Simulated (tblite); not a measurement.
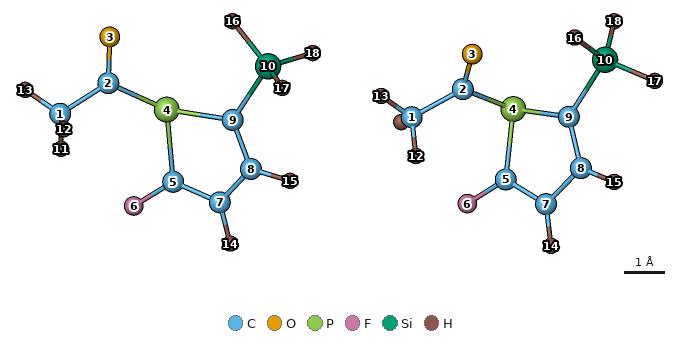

Two geometries of C$_{6}$H$_{8}$FOPSi, drawn at one scale. One is the start of a relaxation, the other its converged end. The picture is a ball-and-stick view, seen at a tilt.

Computed with GFN2-xTB geometry optimisation, gas phase in tblite 0.8.0. 

Q: Which one is relaxed?

A: The right one is the relaxed one. H18 moves most after the best rigid fit: 1.32 Å. By element the largest moves are H 1.32 Å, O 0.94 Å, C 0.48 Å, P 0.39 Å, F 0.24 Å, Si 0.23 Å. Among the contacts that change: P4–C5 1.932 → 1.812 Å, C7–C8 1.343 → 1.435 Å, P4–C9 1.860 → 1.811 Å, C8–H15 1.120 → 1.078 Å. Among the angles between lasting bonds that change: C2–P4–C9 128.0° → 99.4°, C2–P4–C5 123.2° → 101.9°, C1–C2–P4 125.2° → 114.9°. Groups turn about C9–Si10 by about 65°, C2–P4 by about 30°. Over 174 geometry steps the energy falls by 30.4 kcal/mol. Cost: 1.9 s on 1 thread of Arm Neoverse V1, on a shared host.
